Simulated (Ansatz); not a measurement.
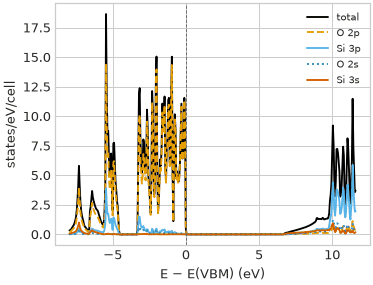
Figure. Total and projected density of states of SiO$_{2}$ in space group P3_121 (No. 152; Si on 3a, O on 6c), the program Ansatz at the r²SCAN level (PAW)

Problem. Which orbitals carry the states next to the gap?

Solution. Top 1 eV of the valence band: O 2p 97 %. Bottom 1 eV of the conduction band: Si 3s 43 %, O 2s 21 %, Si 3p 15 %, O 2p 5 %, outside the projected shells 17 %. Projections are on Löwdin-orthogonalised atomic valence shells; empty p or d shells of many metals are not among them.

Problem. Where is the tallest occupied peak in this window, and what makes it?

Solution. Near -5.5 eV, about 19 states/eV per cell; the largest projected share is O 2p.

Symmetry was held in the r²SCAN relaxation.

Potentials: the earlier of the program's two PAW sets. The files were generated under PBE; for other functionals the program regenerates the frozen cores, and for LDA and PBEsol the local potential too.
